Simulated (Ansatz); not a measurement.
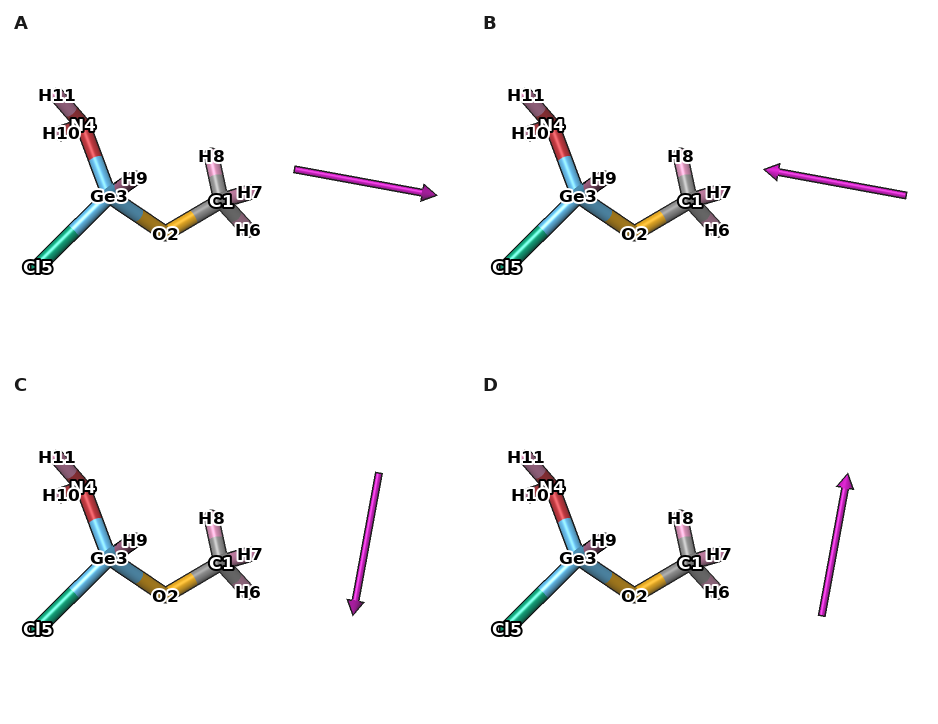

The same molecule four times, each with an arrow. The geometry was computed by an optimisation with PBE0-D4/def2-TZVP. No frequency run is at hand to confirm it as a minimum. Method: RKS ωB97M-V/def2-TZVPP (Ansatz 0.2.0).

> Which arrow points along the dipole moment, from the negative to the positive end?

D. The dipole moment is 2.59 D; it points from the side of Cl5 to the side of H11 (the outermost atoms at the two ends).
